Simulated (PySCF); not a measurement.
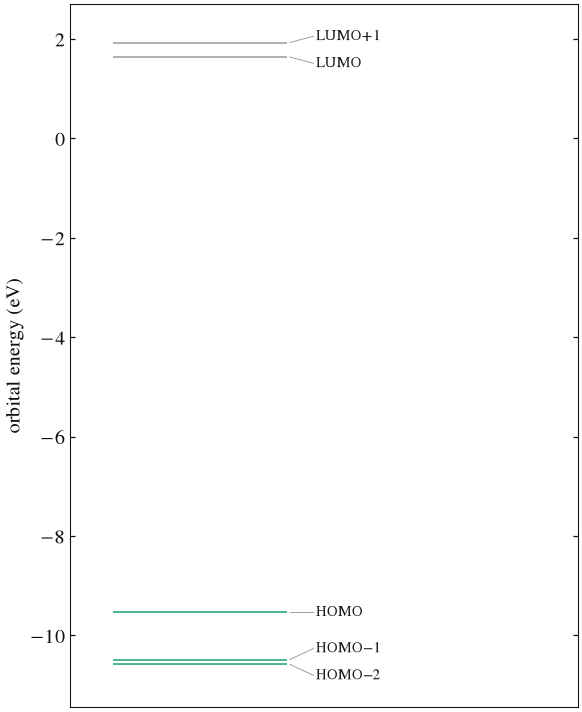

Kohn-Sham orbital energies near the frontier, ωB97X-D/def2-SVPD in PySCF 2.14.0, at a GFN2-xTB geometry (no frequency check), isolated molecule; empty levels in grey, levels within 0.03 eV side by side.

### Which molecule has this level scheme?
A. C₅H₁₀NPSi, SMILES N#C[C@@H]1CC[Si@@H](P)C1
B. C₂H₁₃NSi₃, SMILES CN[SiH2]C([SiH3])[SiH3]
C. C₂H₁₀B₂SSi, SMILES BBS[SiH2]CC

Option A. HOMO −9.53 eV, LUMO 1.64 eV, separation 11.17 eV.

Note: the tight-binding geometry is rougher than a DFT one and adds to the error; one conformer of a flexible molecule; empty levels above zero depend strongly on the basis.
